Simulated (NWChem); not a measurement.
# One shape, several levels: H2O (water)

Aim: a comparison of 6 runs (BLYP/aug-cc-pVTZ, revPBE/aug-cc-pVTZ, B3LYP/aug-cc-pVTZ, M06-2X/aug-cc-pVTZ, PBE0/aug-cc-pVTZ, TPSS/aug-cc-pVTZ) of H2O (water). 

The calculation is run with NWChem 7.3.0.

## (1) The system as given

The species is H2O (3 atoms), meant as a singlet with charge 0. SMILES: `O`. Geometry: relaxed at PBE0-D4/def2-TZVP.

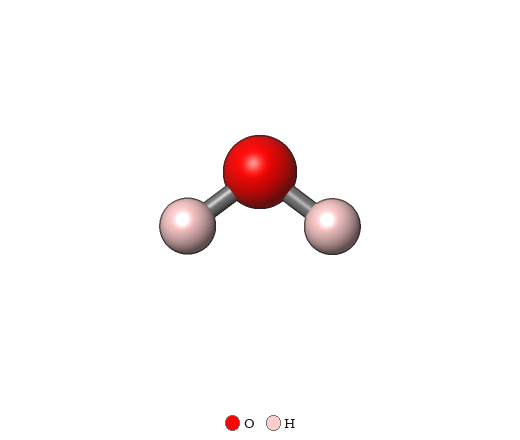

The structure, seen from a chosen angle (oxygen red, hydrogen pink).

## (2) Energy and forces at BLYP/aug-cc-pVTZ (run 1)

Input file work.nw:

```
echo
START work
TITLE "H2O gradient"
memory 2200 mb

GEOMETRY units angstrom noautosym nocenter noautoz
 O       -0.302700       0.200200      -0.140600
 H        0.466500       0.548400       0.315300
 H       -0.163800      -0.748600      -0.174700
END

BASIS "ao basis" spherical bse
 * library aug-cc-pVTZ
END

DFT
 xc becke88 lyp
 mult 1
 grid fine
 convergence energy 1e-08
 maxiter 100
 mulliken
 print low
END

TASK dft gradient
```

Command:

```console
$ nwchem work.nw > work.out
```

Standard output:

```text
[...]
 d= 0,ls=0.0,diis     1    -76.4019688348 -8.56D+01  7.22D-03  5.00D-01     1.5
[...]
 d= 0,ls=0.0,diis     8    -76.4490508565  2.46D-10  1.95D-07  4.18D-09     8.9
         Total DFT energy =      -76.449050856546
      One electron energy =     -122.955055475443
           Coulomb energy =       46.640460060749
    Exchange-Corr. energy =       -9.305756860621
 Nuclear repulsion energy =        9.171301418770
[...]
      Total Density - Mulliken Population Analysis
     ---------------------------------------------
    Atom       Charge   Shell Charges
 -----------   ------   -------------------------------------------------------
    1 O    8     8.32   1.95  0.26  0.97  0.63  0.06  1.33  2.01  1.04  0.08  0.00  0.01 -0.00  0.00 -0.00
    2 H    1     0.84   0.27  0.40  0.04 -0.00  0.02  0.06  0.04  0.01  0.01
    3 H    1     0.84   0.27  0.40  0.04 -0.00  0.02  0.06  0.04  0.01  0.01
[...]
                         DFT ENERGY GRADIENTS
    atom               coordinates                        gradient
                 x          y          z           x          y          z
   1 O      -0.572020   0.378323  -0.265695    0.011068  -0.007359   0.005137
   2 H       0.881557   1.036326   0.595831   -0.009326  -0.004151  -0.005520
   3 H      -0.309537  -1.414649  -0.330135   -0.001742   0.011510   0.000383
 Task  times  cpu:       13.2s     wall:       13.2s
 Total times  cpu:       13.3s     wall:       13.3s
```

Run time: 14 s. Hardware: 1 thread of Intel Xeon Platinum 8259CL at 2.50GHz (Skylake/Cascade Lake), shared host; peak memory 0.12 GiB.

## (3) Energy and gradient at revPBE/aug-cc-pVTZ (run 2)

Input file sp.nw:

```
START sp
TITLE "H2O gradient"
memory stack 880 mb heap 220 mb global 1100 mb
charge 0

GEOMETRY units angstrom noautosym nocenter noautoz
 O    -0.302700    0.200200   -0.140600
 H     0.466500    0.548400    0.315300
 H    -0.163800   -0.748600   -0.174700
END

BASIS "ao basis" spherical bse
 * library aug-cc-pVTZ
END

DFT
 xc revpbe cpbe96
 grid fine
 convergence energy 1e-08
 maxiter 100
 mulliken
 print low
END

TASK dft gradient
```

Command:

```console
$ nwchem sp.nw > sp.out
```

Standard output:

```text
[...]
 d= 0,ls=0.0,diis     1    -76.3951897945 -8.56D+01  7.49D-03  4.57D-01     1.3
[...]
 d= 0,ls=0.0,diis     7    -76.4402195164 -5.88D-09  1.36D-07  6.23D-10     7.7
         Total DFT energy =      -76.440219516386
      One electron energy =     -122.940585469038
           Coulomb energy =       46.627136606035
    Exchange-Corr. energy =       -9.298072072153
 Nuclear repulsion energy =        9.171301418770
[...]
      Total Density - Mulliken Population Analysis
     ---------------------------------------------
    Atom       Charge   Shell Charges
 -----------   ------   -------------------------------------------------------
    1 O    8     8.30   1.95  0.25  0.97  0.63  0.06  1.31  2.05  0.99  0.08  0.00  0.01 -0.00  0.00 -0.00
    2 H    1     0.85   0.27  0.41  0.03 -0.00  0.02  0.06  0.04  0.01  0.01
    3 H    1     0.85   0.27  0.41  0.03 -0.00  0.02  0.06  0.04  0.01  0.01
[...]
                         DFT ENERGY GRADIENTS
    atom               coordinates                        gradient
                 x          y          z           x          y          z
   1 O      -0.572020   0.378323  -0.265695    0.010758  -0.007154   0.004992
   2 H       0.881557   1.036326   0.595831   -0.008466  -0.002804  -0.004900
   3 H      -0.309537  -1.414649  -0.330135   -0.002291   0.009958  -0.000093
 Task  times  cpu:       12.1s     wall:       12.1s
 Total times  cpu:       12.1s     wall:       12.1s
```

Wall time 13 s (1 thread of Intel Xeon Platinum 8259CL at 2.50GHz (Skylake/Cascade Lake), shared host); peak memory 0.12 GiB.

Runs 3 to 5 aren't shown in full; the table further down has their settings and results.

## (4) Energy and gradient at TPSS/aug-cc-pVTZ (run 6)

Input file mymol.xyz:

```xyz
3
H2O
O     -0.302700     0.200200    -0.140600
H      0.466500     0.548400     0.315300
H     -0.163800    -0.748600    -0.174700
```

Input file run.py:

```python
from ase.io import read
from ase.calculators.nwchem import NWChem

molecule = read('mymol.xyz')

calc = NWChem(
    label='mymol',
    theory='dft',
    memory='2200 mb',
    basis='aug-cc-pVTZ',
    basispar='spherical bse',
    dft={'xc': 'xtpss03 ctpss03', 'mult': '1', 'grid': 'fine', 'convergence': 'energy 1e-08', 'iterations': '100', 'mulliken': None},
)
molecule.calc = calc

forces = molecule.get_forces()
print(f"energy = {molecule.get_potential_energy():.6f} eV")
print("forces (eV/A):")
for s, f in zip(molecule.symbols, forces):
    print(f"{s:2s} {f[0]:10.5f} {f[1]:10.5f} {f[2]:10.5f}")
print("dipole (e A):", molecule.get_dipole_moment().round(4))
```

Command:

```console
$ export ASE_NWCHEM_COMMAND="nwchem PREFIX.nwi > PREFIX.nwo"
$ python run.py
```

Standard output:

```text
energy = -2080.761295 eV
forces (eV/A):
O    -0.44542    0.29655   -0.20667
H     0.35733    0.13020    0.20816
H     0.08809   -0.42675   -0.00149
dipole (e A): [ 0.291  -0.1925  0.1352]
```

The calculator wrote mymol.nwi:

```
title "mymol"

permanent_dir mymol

scratch_dir mymol

start mymol

geometry units angstrom nocenter noautosym noautoz
  O  -3.0270000000000002e-01 2.0019999999999999e-01 -1.4060000000000000e-01
  H  4.6650000000000003e-01 5.4840000000000000e-01 3.1530000000000002e-01
  H  -1.6380000000000000e-01 -7.4860000000000004e-01 -1.7469999999999999e-01
end

memory 2200 mb

basis spherical bse noprint
   * library aug-cc-pVTZ
end

dft
  xc xtpss03 ctpss03
  mult 1
  grid fine
  convergence energy 1e-08
  iterations 100
  mulliken
end

task dft gradient
```

mymol.nwo:

```text
Northwest Computational Chemistry Package (NWChem) 7.3.0
             --------------------------------------------------------

           Job information
           ---------------

    nwchem branch   = 7.3.0
    use scalapack   = T
    input           = mymol.nwi
    prefix          = mymol.
    data base       = mymol/mymol.db
    status          = startup
    nproc           =        1

           Memory information
           ------------------

[... 5 lines left out ...]
    hardfail = no
[... 84 lines left out ...]
  convergence criterion.
[... 37 lines left out ...]
          Spatial weights used:  Erf1
[... 32 lines left out ...]
 1-e energy   =    -121.684949
[... 37 lines left out ...]
           Coulomb energy =       46.684393181380
[... 712 lines left out ...]
          Convergence on density requested:  1.00D-05
[... 23 lines left out ...]
          total energy or number of iterations.
[... 34 lines left out ...]
                 ----------------------------------------
                 |  Time  |  1-e(secs)   |  2-e(secs)   |
                 ----------------------------------------
                 |  CPU   |       0.01   |       3.93   |
                 ----------------------------------------
                 |  WALL  |       0.01   |       3.93   |
                 ----------------------------------------

 Task  times  cpu:       14.1s     wall:       14.1s
 Total times  cpu:       14.1s     wall:       14.1s
```

It took 16 s on 1 thread of Intel Xeon Platinum 8259CL at 2.50GHz (Skylake/Cascade Lake), shared host; peak memory 0.12 GiB.

## (5) The series

| run | level | energy (Eh) | largest force (eV/Å) | wall time |
| --- | --- | --- | --- | --- |
| 1 | BLYP/aug-cc-pVTZ | -76.449051 | 0.733 | 14 s |
| 2 | revPBE/aug-cc-pVTZ | -76.440220 | 0.712 | 13 s |
| 3 | B3LYP/aug-cc-pVTZ | -76.466188 | 0.130 | 13 s |
| 4 | M06-2X/aug-cc-pVTZ | -76.430111 | 0.040 | 16 s |
| 5 | PBE0/aug-cc-pVTZ | -76.379996 | 0.046 | 13 s |
| 6 | TPSS/aug-cc-pVTZ | -76.466568 | 0.574 | 16 s |

## (6) Outcome

```
                       quantity         value
            run 6: total energy  -76.46657 Eh
           run 6: dipole moment        1.80 D
             run 6: HOMO energy      -7.32 eV
             run 6: LUMO energy      -0.78 eV
           run 6: HOMO–LUMO gap       6.55 eV
run 6: largest force on an atom    0.574 eV/Å
```

**Reading.** Over runs 3, 4, 5, 6 the dipole moment (its size) runs from 1.80 D (TPSS/aug-cc-pVTZ) to 1.90 D (M06-2X/aug-cc-pVTZ). Over runs 3, 4, 5, 6 the HOMO–LUMO gap runs from 6.55 eV (TPSS/aug-cc-pVTZ) to 10.69 eV (M06-2X/aug-cc-pVTZ). Totals of different functionals can't be ranked against each other. All runs together took 85 s, the longest 16 s.
